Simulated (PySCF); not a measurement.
**C2H8AlFO: NMR shifts at several levels of theory**

How much do the NMR shifts of C2H8AlFO (`C[O+](C)[AlH2-][F]`) depend on the level of theory, and what does each level cost?

The runs use PySCF 2.14.0, with density-fitted response routines of our own; the level of theory stands in each step. All values are computed, except where a source is named. Atoms count from 0, in the outputs and in this text.

## Step 1: The molecule as given

13 atoms, charge 0, multiplicity 1; geometry from: GFN2-xTB.

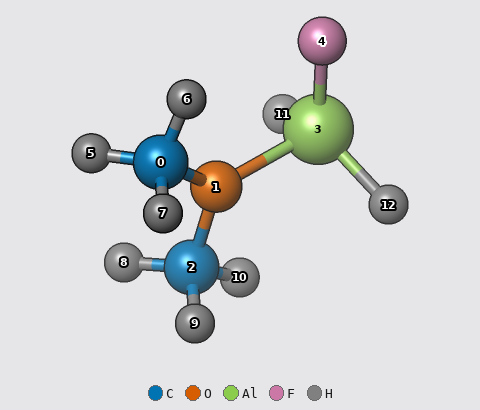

As it starts; carbon blue, oxygen orange, aluminium green, fluorine pink, hydrogen grey, atoms numbered; sticks join atoms by distance.

## Step 2: Optimising the geometry at PBE0-D3(BJ)/def2-SVP

Job settings and geometry (Å):

```
{"job": {"xc": "PBE0", "basis": "def2-SVP", "d3": "d3bj", "grid": 1, "kind": "geom"}, "charge": 0, "multiplicity": 1}
C     -0.061460     1.503488    -0.251618
O     -0.025408     0.111218    -0.015648
C     -1.277156    -0.454335     0.297408
Al     1.415870    -1.126253    -0.049308
F      2.631860    -0.067172    -0.446166
H     -0.719530     1.733562    -1.094457
H      0.957221     1.806224    -0.487424
H     -0.407115     2.037603     0.638369
H     -1.983209    -0.316767    -0.526073
H     -1.685258    -0.012565     1.210374
H     -1.098084    -1.517224     0.452719
H      0.899070    -2.073450    -1.164754
H      1.348812    -1.623845     1.418850
```

The program printed:

```text
step   0  E = -497.92592417  max force = 0.014664
step   1  E = -497.93068965  max force = 0.003315
step   2  E = -497.93099451  max force = 0.002042
step   3  E = -497.93107304  max force = 0.001532
step   4  E = -497.93108723  max force = 0.001050
step   5  E = -497.93109831  max force = 0.000364
optimisation converged
```

Wall time 26 s (1 thread, shared host).

Step by step:

| step | energy from step 0 (eV) | largest force component (eV/Å) |
| --- | --- | --- |
| 0 | 0.0000 | 0.7541 |
| 1 | -0.1297 | 0.1705 |
| 2 | -0.1380 | 0.1050 |
| 3 | -0.1401 | 0.0788 |
| 4 | -0.1405 | 0.0540 |
| 5 | -0.1408 | 0.0187 |

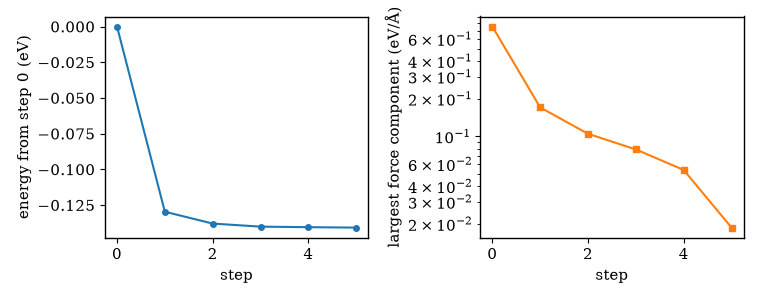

Energy and largest force along the relaxation.

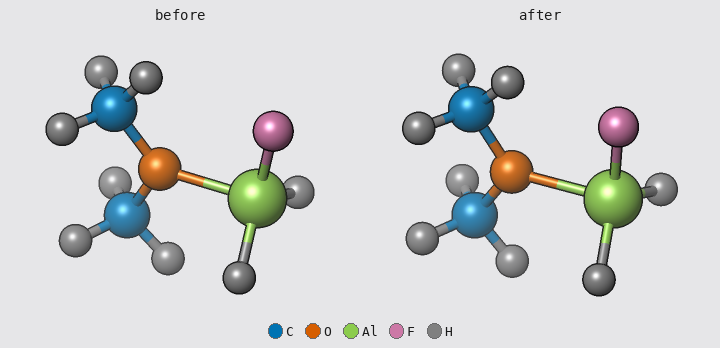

The geometry before (left) and after (right).

Distances of close pairs at the start and the end, largest changes first:

| bond | before (Å) | after (Å) | change (Å) |
| --- | --- | --- | --- |
| O1–Al3 | 1.900 | 1.980 | +0.080 |
| Al3–H12 | 1.552 | 1.595 | +0.044 |
| Al3–H11 | 1.552 | 1.595 | +0.043 |
| Al3–F4 | 1.661 | 1.696 | +0.035 |
| C2–H10 | 1.089 | 1.098 | +0.009 |
| C0–O1 | 1.413 | 1.422 | +0.009 |
| C2–H9 | 1.093 | 1.102 | +0.008 |
| C2–H8 | 1.093 | 1.102 | +0.008 |

The final coordinates are the input of the step that follows.

| at the end point | value |
| --- | --- |
| point group (found at 0.08 Å tolerance) | Cs |
| rotational constants (GHz, main isotopes) | 6.038, 2.676, 1.957 |
| dipole moment (D) | 5.56 |

## Step 3: NMR shieldings: PBE0/cc-pVDZ

Job settings and geometry (Å):

```
{"job": {"kind": "nmr", "xc": "PBE0", "basis": "cc-pVDZ", "pop": true}, "charge": 0, "multiplicity": 1}
C     -0.008940     1.462445    -0.259261
O     -0.102268     0.067760    -0.000614
C     -1.394909    -0.416833     0.306847
Al     1.461412    -1.145856    -0.045707
F      2.567140     0.082088    -0.427950
H     -0.637544     1.724298    -1.125069
H      1.046578     1.661597    -0.475727
H     -0.334209     2.029059     0.627591
H     -2.080348    -0.234902    -0.536059
H     -1.778592     0.072868     1.216052
H     -1.312263    -1.497461     0.483056
H      1.069530    -2.128917    -1.239332
H      1.497333    -1.672408     1.459728
```

Method: GIAO PBE0/cc-pVDZ NMR shielding, non-relativistic, gas phase.

The program printed:

```text
coarse grid: 10928 points
cycle   1  E = -498.1039097353  dE =  1.934e-01  |g| = 6.824e-01  |ddm| = 5.932e+00
cycle   2  E = -497.9905820375  dE =  1.133e-01  |g| = 1.085e+00  |ddm| = 2.309e+00
cycle   3  E = -498.1873762854  dE = -1.968e-01  |g| = 5.439e-02  |ddm| = 1.380e+00
cycle   4  E = -498.1877614486  dE = -3.852e-04  |g| = 3.628e-02  |ddm| = 1.228e-01
cycle   5  E = -498.1879907906  dE = -2.293e-04  |g| = 7.359e-03  |ddm| = 4.784e-02
cycle   6  E = -498.1880012639  dE = -1.047e-05  |g| = 1.097e-03  |ddm| = 1.012e-02
cycle   7  E = -498.1880015559  dE = -2.920e-07  |g| = 3.267e-04  |ddm| = 2.540e-03
final grid: 100096 points
cycle   8  E = -498.1952355791  dE = -2.140e-05  |g| = 9.484e-03  |ddm| = 4.612e-02
cycle   9  E = -498.1952241157  dE =  1.146e-05  |g| = 1.253e-02  |ddm| = 2.860e-02
cycle  10  E = -498.1952537739  dE = -2.966e-05  |g| = 1.225e-03  |ddm| = 1.552e-02
cycle  11  E = -498.1952541188  dE = -3.449e-07  |g| = 1.108e-04  |ddm| = 2.020e-03
cycle  12  E = -498.1952541210  dE = -2.223e-09  |g| = 4.374e-05  |ddm| = 2.328e-04
cycle  13  E = -498.1952541213  dE = -2.703e-10  |g| = 2.014e-05  |ddm| = 7.424e-05
converged SCF energy = -498.1952541213

GIAO shielding tensors (ppm)
atom      isotropic    diamagn.    paramagn.     s11        s22        s33       span
  0 C      139.987     246.263    -106.276    110.609    113.345    196.007     85.398
  1 O      336.881     386.407     -49.526    299.364    344.472    366.805     67.441
  2 C      140.859     245.438    -104.580    111.497    116.199    194.880     83.384
  3 Al     493.124     796.559    -303.435    442.458    483.882    553.032    110.574
  4 F      364.430     470.240    -105.810    303.892    378.999    410.398    106.506
  5 H       28.297      30.011      -1.714     24.902     25.732     34.257      9.354
  6 H       26.191      29.839      -3.648     20.304     27.779     30.491     10.187
  7 H       28.297      30.024      -1.727     24.918     25.718     34.255      9.337
  8 H       28.188      29.818      -1.630     24.680     25.663     34.221      9.541
  9 H       28.190      29.831      -1.641     24.683     25.658     34.228      9.546
 10 H       27.503      30.095      -2.592     23.269     25.727     33.513     10.243
 11 H       27.229      29.929      -2.700     24.071     25.015     32.601      8.531
 12 H       27.232      29.946      -2.714     24.072     25.037     32.586      8.514
```

Wall time 9.3 s (1 thread, shared host).

The references, computed at this level on geometries of the same kind, shield at (ppm): 1H TMS 31.29, 13C TMS 196.8, 19F CFCl3 200.9, 17O H2O 343.3, 27Al AlH4- 538.6. Their shielding less the atom's gives the shift. The references are single molecules in the gas phase, so shifts against H2O, NH3, PH3, H3PO4 or CFCl3 are not on the usual liquid scales and can be off by tens of ppm. Shifts against hydride references such as AlH4− lie on their own scale. Atoms listed in one row are averaged.

| atoms | environment | σ (ppm) | δ (ppm) |
| --- | --- | --- | --- |
| C0, C2 | methyl carbon bonded to O | 140.4 | 56.3 |
| H11, H12 | hydrogen on an aluminium bonded to F, O | 27.23 | 4.06 |
| H5, H6, H7, H8, H9, H10 | hydrogen on a methyl carbon bonded to O | 27.78 | 3.51 |
| O1 | donor oxygen of a Lewis adduct | 336.9 | 6.5 |
| Al3 | aluminium bonded to F, O, 2 H | 493.1 | 45.4 |
| F4 | fluorine bonded to Al | 364.4 | -163.5 |

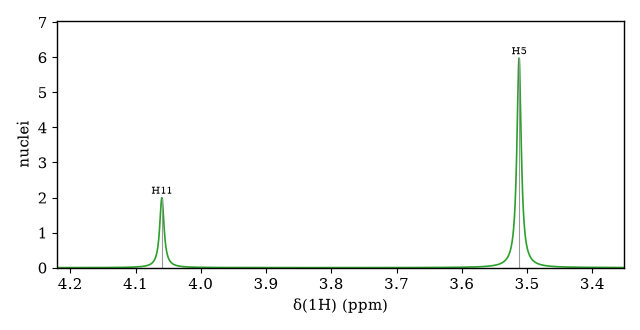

1H lines at the computed shifts, without couplings. Lines are broadened to a width of 0.01 ppm (Lorentzian).

The run also stored atomic charges by several schemes (e):

| atoms | Mulliken | IAO | Hirshfeld | ESP fit |
| --- | --- | --- | --- | --- |
| C0, C2 | 0.07 | -0.20 | -0.01 | -0.26 |
| O1 | -0.39 | -0.32 | -0.03 | -0.08 |
| Al3 | 0.55 | 0.85 | 0.39 | 0.79 |
| F4 | -0.44 | -0.59 | -0.31 | -0.44 |

IAO charges:

C0 -0.21; O1 -0.32; C2 -0.20; Al3 0.85; F4 -0.59; H5 0.15; H6 0.19; H7 0.15; H8 0.15; H9 0.15; H10 0.17; H11 -0.24; H12 -0.24

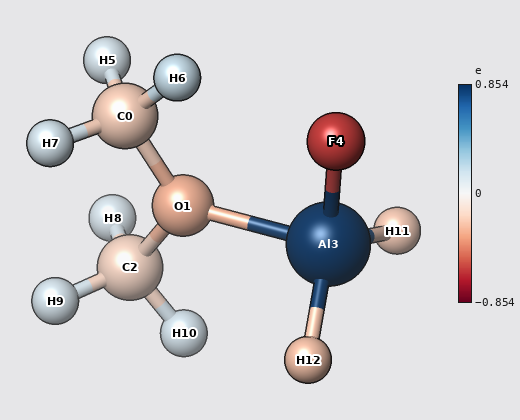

IAO charges, as colours on the atoms.

Mayer bond orders: C0–O1 0.92, O1–C2 0.94, O1–Al3 0.38, Al3–F4 0.93.

## Step 4: NMR shieldings: PBE0/cc-pVTZ

Same as in step 3 but for these lines:

```diff
@@ -1,2 +1,2 @@
-{"job": {"kind": "nmr", "xc": "PBE0", "basis": "cc-pVDZ", "pop": true}, "charge": 0, "multiplicity": 1}
+{"job": {"kind": "nmr", "xc": "PBE0", "basis": "cc-pVTZ", "pop": true}, "charge": 0, "multiplicity": 1}
 C     -0.008940     1.462445    -0.259261
```

Method: GIAO PBE0/cc-pVTZ NMR shielding, non-relativistic, gas phase.

The program printed:

```text
coarse grid: 10928 points
cycle   1  E = -498.2125410644  dE =  1.373e-01  |g| = 7.195e-01  |ddm| = 6.527e+00
cycle   2  E = -498.0869591178  dE =  1.256e-01  |g| = 1.179e+00  |ddm| = 1.938e+00
cycle   3  E = -498.2980053206  dE = -2.110e-01  |g| = 6.016e-02  |ddm| = 1.156e+00
cycle   4  E = -498.2984277974  dE = -4.225e-04  |g| = 3.830e-02  |ddm| = 1.136e-01
cycle   5  E = -498.2986499500  dE = -2.222e-04  |g| = 1.074e-02  |ddm| = 4.846e-02
cycle   6  E = -498.2986695552  dE = -1.961e-05  |g| = 1.391e-03  |ddm| = 1.215e-02
cycle   7  E = -498.2986699545  dE = -3.993e-07  |g| = 4.791e-04  |ddm| = 3.050e-03
final grid: 100096 points
cycle   8  E = -498.2973500094  dE = -7.274e-05  |g| = 1.140e-02  |ddm| = 9.027e-02
cycle   9  E = -498.2973313507  dE =  1.866e-05  |g| = 1.565e-02  |ddm| = 3.175e-02
cycle  10  E = -498.2973722094  dE = -4.086e-05  |g| = 1.467e-03  |ddm| = 1.746e-02
cycle  11  E = -498.2973726668  dE = -4.573e-07  |g| = 1.979e-04  |ddm| = 2.322e-03
cycle  12  E = -498.2973726747  dE = -7.985e-09  |g| = 6.665e-05  |ddm| = 3.523e-04
cycle  13  E = -498.2973726754  dE = -6.482e-10  |g| = 2.930e-05  |ddm| = 9.381e-05
converged SCF energy = -498.2973726754

GIAO shielding tensors (ppm)
atom      isotropic    diamagn.    paramagn.     s11        s22        s33       span
  0 C      128.188     244.038    -115.850     97.371    100.987    186.204     88.833
  1 O      330.033     375.811     -45.779    294.091    331.747    364.261     70.170
  2 C      129.751     242.862    -113.111     98.293    105.960    185.001     86.708
  3 Al     444.680     800.359    -355.680    386.617    432.088    515.333    128.716
  4 F      358.787     466.023    -107.235    308.062    376.197    392.103     84.040
  5 H       28.171      29.924      -1.753     24.940     25.655     33.917      8.977
  6 H       26.047      29.216      -3.170     20.412     27.749     29.978      9.566
  7 H       28.172      29.930      -1.758     24.954     25.646     33.916      8.962
  8 H       28.105      29.652      -1.547     24.653     25.716     33.947      9.294
  9 H       28.108      29.658      -1.550     24.657     25.712     33.955      9.298
 10 H       27.361      29.630      -2.269     23.334     25.513     33.235      9.901
 11 H       27.271      29.777      -2.505     24.335     25.208     32.271      7.936
 12 H       27.273      29.794      -2.521     24.333     25.232     32.255      7.922
```

It took 30 s on 1 thread, shared host.

In short: δ C0 58.3, O1 4.8, Al3 48.0, F4 -176.2, H11 4.02, H5 3.63 ppm (means over like atoms).

## Step 5: NMR shieldings: PBE0/aug-cc-pVDZ

Same as in step 4 but for these lines:

```diff
@@ -1,2 +1,2 @@
-{"job": {"kind": "nmr", "xc": "PBE0", "basis": "cc-pVTZ", "pop": true}, "charge": 0, "multiplicity": 1}
+{"job": {"kind": "nmr", "xc": "PBE0", "basis": "aug-cc-pVDZ", "pop": true}, "charge": 0, "multiplicity": 1}
 C     -0.008940     1.462445    -0.259261
```

Level: GIAO PBE0/aug-cc-pVDZ NMR shielding, non-relativistic, gas phase.

The program printed:

```text
coarse grid: 10928 points
cycle   1  E = -498.1331145024  dE =  1.690e-01  |g| = 6.544e-01  |ddm| = 7.533e+00
cycle   2  E = -498.0174358467  dE =  1.157e-01  |g| = 1.074e+00  |ddm| = 2.409e+00
cycle   3  E = -498.2112031264  dE = -1.938e-01  |g| = 5.471e-02  |ddm| = 1.365e+00
cycle   4  E = -498.2115943907  dE = -3.913e-04  |g| = 3.505e-02  |ddm| = 1.670e-01
cycle   5  E = -498.2118038777  dE = -2.095e-04  |g| = 8.498e-03  |ddm| = 4.892e-02
cycle   6  E = -498.2118178242  dE = -1.395e-05  |g| = 1.029e-03  |ddm| = 1.383e-02
cycle   7  E = -498.2118180860  dE = -2.618e-07  |g| = 3.165e-04  |ddm| = 2.777e-03
final grid: 100096 points
cycle   8  E = -498.2190456561  dE = -2.984e-05  |g| = 9.498e-03  |ddm| = 1.544e-01
cycle   9  E = -498.2190334680  dE =  1.219e-05  |g| = 1.271e-02  |ddm| = 3.424e-02
cycle  10  E = -498.2190635680  dE = -3.010e-05  |g| = 1.308e-03  |ddm| = 1.652e-02
cycle  11  E = -498.2190639638  dE = -3.958e-07  |g| = 1.227e-04  |ddm| = 2.192e-03
cycle  12  E = -498.2190639668  dE = -2.946e-09  |g| = 4.882e-05  |ddm| = 3.543e-04
cycle  13  E = -498.2190639672  dE = -4.005e-10  |g| = 2.315e-05  |ddm| = 1.212e-04
converged SCF energy = -498.2190639672

GIAO shielding tensors (ppm)
atom      isotropic    diamagn.    paramagn.     s11        s22        s33       span
  0 C      138.761     201.466     -62.706    109.290    111.604    195.389     86.099
  1 O      337.664     350.811     -13.147    301.560    339.022    372.409     70.849
  2 C      140.133     199.477     -59.344    110.230    115.873    194.297     84.067
  3 Al     494.406     807.217    -312.810    445.439    481.759    556.021    110.582
  4 F      372.858     466.968     -94.111    324.659    375.918    417.995     93.337
  5 H       28.205      26.077       2.128     24.886     25.780     33.948      9.062
  6 H       26.060      30.275      -4.215     20.410     27.891     29.879      9.469
  7 H       28.205      26.040       2.166     24.899     25.768     33.948      9.049
  8 H       28.122      25.116       3.006     24.613     25.797     33.955      9.342
  9 H       28.124      25.076       3.047     24.616     25.791     33.963      9.347
 10 H       27.431      29.933      -2.502     23.281     25.674     33.339     10.058
 11 H       27.103      27.868      -0.766     24.024     25.036     32.248      8.223
 12 H       27.104      27.867      -0.763     24.022     25.059     32.232      8.210
```

Run time: 19 s. Hardware: 1 thread, shared host.

In short: δ C0 55.7, O1 -1.8, Al3 46.7, F4 -178.7, H11 4.29, H5 3.70 ppm (means over like atoms).

## Step 6: Nuclear shieldings: PBE0/IGLO-III

Same as in step 5 but for these lines:

```diff
@@ -1,2 +1,2 @@
-{"job": {"kind": "nmr", "xc": "PBE0", "basis": "aug-cc-pVDZ", "pop": true}, "charge": 0, "multiplicity": 1}
+{"job": {"kind": "nmr", "xc": "PBE0", "basis": "IGLO-III", "pop": true}, "charge": 0, "multiplicity": 1}
 C     -0.008940     1.462445    -0.259261
```

Level: GIAO PBE0/IGLO-III NMR shielding, non-relativistic, gas phase.

The program printed:

```text
coarse grid: 10928 points
cycle   1  E = -498.2197164476  dE =  1.264e-01  |g| = 7.299e-01  |ddm| = 2.244e+00
cycle   2  E = -498.0872808861  dE =  1.324e-01  |g| = 1.203e+00  |ddm| = 9.017e-01
cycle   3  E = -498.3062350497  dE = -2.190e-01  |g| = 6.577e-02  |ddm| = 5.953e-01
cycle   4  E = -498.3067003107  dE = -4.653e-04  |g| = 4.036e-02  |ddm| = 4.365e-02
cycle   5  E = -498.3069383042  dE = -2.380e-04  |g| = 1.219e-02  |ddm| = 2.035e-02
cycle   6  E = -498.3069627092  dE = -2.440e-05  |g| = 1.418e-03  |ddm| = 5.258e-03
cycle   7  E = -498.3069630747  dE = -3.655e-07  |g| = 5.311e-04  |ddm| = 9.982e-04
final grid: 100096 points
cycle   8  E = -498.3147138805  dE = -1.022e-04  |g| = 1.054e-02  |ddm| = 5.234e-02
cycle   9  E = -498.3146995120  dE =  1.437e-05  |g| = 1.406e-02  |ddm| = 9.180e-03
cycle  10  E = -498.3147325423  dE = -3.303e-05  |g| = 1.498e-03  |ddm| = 5.027e-03
cycle  11  E = -498.3147329766  dE = -4.343e-07  |g| = 3.124e-04  |ddm| = 8.753e-04
cycle  12  E = -498.3147329979  dE = -2.131e-08  |g| = 6.964e-05  |ddm| = 1.910e-04
cycle  13  E = -498.3147329985  dE = -6.689e-10  |g| = 3.023e-05  |ddm| = 4.071e-05
converged SCF energy = -498.3147329985

GIAO shielding tensors (ppm)
atom      isotropic    diamagn.    paramagn.     s11        s22        s33       span
  0 C      122.880     249.731    -126.851     91.306     94.311    183.023     91.717
  1 O      328.117     383.104     -54.988    291.476    328.606    364.268     72.793
  2 C      124.528     248.521    -123.994     92.164     99.538    181.881     89.718
  3 Al     446.202     801.881    -355.680    381.655    435.454    521.495    139.840
  4 F      360.100     475.416    -115.316    310.413    373.615    396.271     85.858
  5 H       28.205      29.698      -1.493     24.952     25.766     33.898      8.946
  6 H       26.130      28.804      -2.674     20.530     27.930     29.930      9.400
  7 H       28.206      29.710      -1.505     24.967     25.754     33.897      8.930
  8 H       28.146      29.331      -1.185     24.661     25.846     33.930      9.268
  9 H       28.148      29.343      -1.195     24.665     25.842     33.937      9.273
 10 H       27.438      28.955      -1.517     23.366     25.674     33.273      9.906
 11 H       27.242      29.462      -2.220     24.311     25.223     32.191      7.880
 12 H       27.244      29.474      -2.230     24.308     25.248     32.175      7.867
```

Wall time 28 s (1 thread, shared host).

This run: δ C0 60.1, O1 -0.9, Al3 38.7, F4 -185.5, H11 4.13, H5 3.66 ppm (means over like atoms).

## Step 7: NMR shieldings: PBE0/pcSseg-0

Same as in step 6 but for these lines:

```diff
@@ -1,2 +1,2 @@
-{"job": {"kind": "nmr", "xc": "PBE0", "basis": "IGLO-III", "pop": true}, "charge": 0, "multiplicity": 1}
+{"job": {"kind": "nmr", "xc": "PBE0", "basis": "pcSseg-0", "pop": true}, "charge": 0, "multiplicity": 1}
 C     -0.008940     1.462445    -0.259261
```

Method: GIAO PBE0/pcSseg-0 NMR shielding, non-relativistic, gas phase.

The program printed:

```text
coarse grid: 10928 points
cycle   1  E = -497.2849503161  dE =  1.000e-01  |g| = 6.358e-01  |ddm| = 3.098e+00
cycle   2  E = -497.2045154706  dE =  8.043e-02  |g| = 9.726e-01  |ddm| = 1.642e+00
cycle   3  E = -497.3545021804  dE = -1.500e-01  |g| = 5.090e-02  |ddm| = 1.059e+00
cycle   4  E = -497.3548007564  dE = -2.986e-04  |g| = 3.691e-02  |ddm| = 8.173e-02
cycle   5  E = -497.3550210527  dE = -2.203e-04  |g| = 4.124e-03  |ddm| = 2.878e-02
cycle   6  E = -497.3550251221  dE = -4.069e-06  |g| = 4.452e-04  |ddm| = 5.448e-03
final grid: 100096 points
cycle   7  E = -497.3406649844  dE = -1.540e-05  |g| = 5.850e-03  |ddm| = 1.638e-02
cycle   8  E = -497.3406611949  dE =  3.789e-06  |g| = 7.592e-03  |ddm| = 8.928e-03
cycle   9  E = -497.3406717186  dE = -1.052e-05  |g| = 6.368e-04  |ddm| = 5.123e-03
cycle  10  E = -497.3406718077  dE = -8.908e-08  |g| = 4.814e-05  |ddm| = 6.634e-04
cycle  11  E = -497.3406718083  dE = -5.757e-10  |g| = 1.673e-05  |ddm| = 7.690e-05
converged SCF energy = -497.3406718083

GIAO shielding tensors (ppm)
atom      isotropic    diamagn.    paramagn.     s11        s22        s33       span
  0 C      132.390     249.154    -116.765     97.587    106.873    192.708     95.121
  1 O      367.357     397.961     -30.604    317.800    383.498    400.774     82.974
  2 C      131.513     247.952    -116.440     98.581    105.253    190.705     92.124
  3 Al     426.085     792.268    -366.182    367.479    420.953    489.824    122.345
  4 F      390.851     474.248     -83.398    322.673    377.886    471.994    149.321
  5 H       29.621      29.640      -0.019     25.539     27.092     36.232     10.693
  6 H       27.462      28.787      -1.324     20.914     28.471     33.002     12.089
  7 H       29.623      29.641      -0.017     25.551     27.086     36.234     10.683
  8 H       29.391      29.376       0.015     25.442     26.717     36.013     10.571
  9 H       29.392      29.378       0.014     25.444     26.712     36.021     10.577
 10 H       28.516      29.403      -0.887     23.532     26.904     35.112     11.580
 11 H       27.855      30.183      -2.328     24.394     26.069     33.102      8.708
 12 H       27.856      30.193      -2.337     24.391     26.088     33.089      8.698
```

It took 4.7 s on 1 thread, shared host.

This run: δ C0 61.6, O1 -29.5, Al3 49.8, F4 -212.5, H11 4.98, H5 3.83 ppm (means over like atoms).

## Step 8: Comparing the runs: NMR shifts

Shifts (ppm), means over like atoms, with basis size and wall time:

| run | C0 | H11 | H5 | O1 | Al3 | F4 | functions | time |
| --- | --- | --- | --- | --- | --- | --- | --- | --- |
| PBE0/cc-pVDZ | 56.3 | 4.06 | 3.51 | 6.5 | 45.4 | -163.5 | 114 | 9.3 s |
| PBE0/cc-pVTZ | 58.3 | 4.02 | 3.63 | 4.8 | 48.0 | -176.2 | 266 | 30 s |
| PBE0/aug-cc-pVDZ | 55.7 | 4.29 | 3.70 | -1.8 | 46.7 | -178.7 | 191 | 19 s |
| PBE0/IGLO-III | 60.1 | 4.13 | 3.66 | -0.9 | 38.7 | -185.5 | 264 | 28 s |
| PBE0/pcSseg-0 | 61.6 | 4.98 | 3.83 | -29.5 | 49.8 | -212.5 | 65 | 4.7 s |

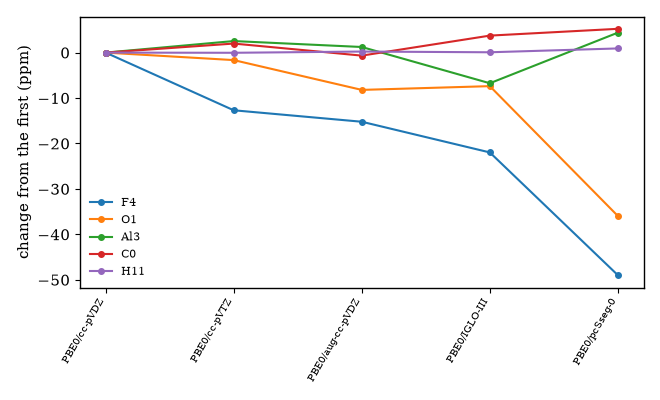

How five of the tabulated atoms move from run to run.

## Step 9: Summary of results

```
                                                              quantity                 value
                                                           point group                    Cs
                                  rotational constants (main isotopes)  6.04, 2.68, 1.96 GHz
13C shifts against TMS (PBE0/cc-pVDZ, means over atoms taken as alike)              56.3 ppm
 1H shifts against TMS (PBE0/cc-pVDZ, means over atoms taken as alike)        4.06, 3.51 ppm
                                 17O shifts against H2O (PBE0/cc-pVDZ)               6.5 ppm
                              27Al shifts against AlH4- (PBE0/cc-pVDZ)              45.4 ppm
                               19F shifts against CFCl3 (PBE0/cc-pVDZ)            -163.5 ppm
                                              range of the shift of F4  -212.5 to -163.5 ppm
```

In words: Single values in the summary come from the first run of each kind that ended normally (PBE0/cc-pVDZ), which need not be the best level. Over 5 steps the energy fell by 0.141 eV; of the close pairs, O1–Al3 changed most, 1.900 to 1.980 Å. In ppm, F4 moves most: its shift spreads over 49.0 ppm, from -212.5 (PBE0/pcSseg-0) to -163.5 (PBE0/cc-pVDZ). Part of that comes from the computed reference.
